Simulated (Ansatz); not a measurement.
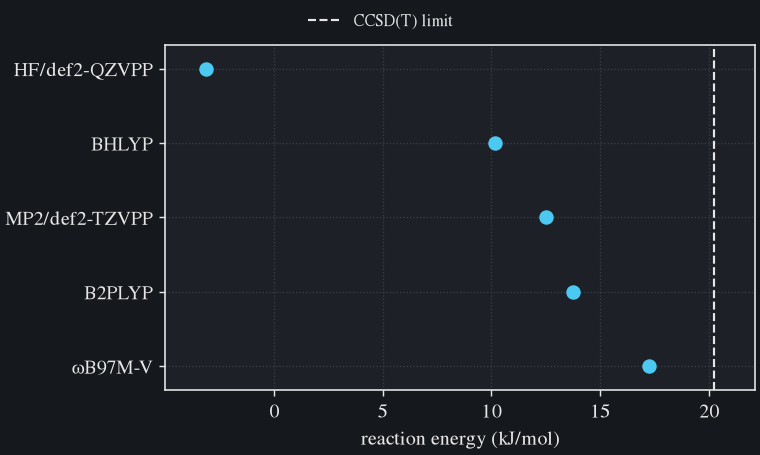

Electronic reaction energy of AlGeSiNH₈ ([AlH2][NH][SiH2][GeH3]) + NH₃ (N) → GeNH₅ ([NH2][GeH3]) + AlSiNH₆ ([AlH2][NH][SiH3]) (SMILES in brackets) at several levels (functionals in def2-TZVPP unless a basis is named), isolated molecules at PBE0-D4 triple-zeta geometries, minima by their frequencies, no zero-point or thermal terms, the Ansatz code 0.2.0. The line is frozen-core CCSD(T) at the basis limit (MP2 extrapolated from triple and quadruple zeta, plus CCSD(T) less MP2 in a smaller set). B2PLYP holds a correlation term that converges slowly with the basis, so part of the distance to the limit is basis error. No dispersion term is added to BHLYP and B2PLYP. The distance of MP2/def2-TZVPP to the limit includes basis error. The limit lies 4.3 kJ/mol from CCSD(T)/def2-TZVPP, so the line itself is uncertain by a part of that.

> What do zero-point energy and temperature add?

Zero-point change −3.3 kJ/mol; at 298.15 K and 1 bar the CCSD(T) limit plus thermal terms gives an enthalpy of reaction of 13.4 and a free energy of 11.4 kJ/mol (harmonic PBE0-D4 modes, ideal gas).

> Give the values.

| level | kJ/mol | less CCSD(T) limit |
| --- | --- | --- |
| HF/def2-QZVPP | −3.1 | −23.4 |
| BHLYP | 10.2 | −10.1 |
| MP2/def2-TZVPP | 12.5 | −7.8 |
| B2PLYP | 13.7 | −6.5 |
| ωB97M-V | 17.2 | −3.0 |
| CCSD(T) limit | 20.3 | 0.0 |

Note: no scalar relativity up to krypton; outer-core shells are correlated without core-valence functions, which makes the correlated values less sure; one conformer of each flexible molecule.
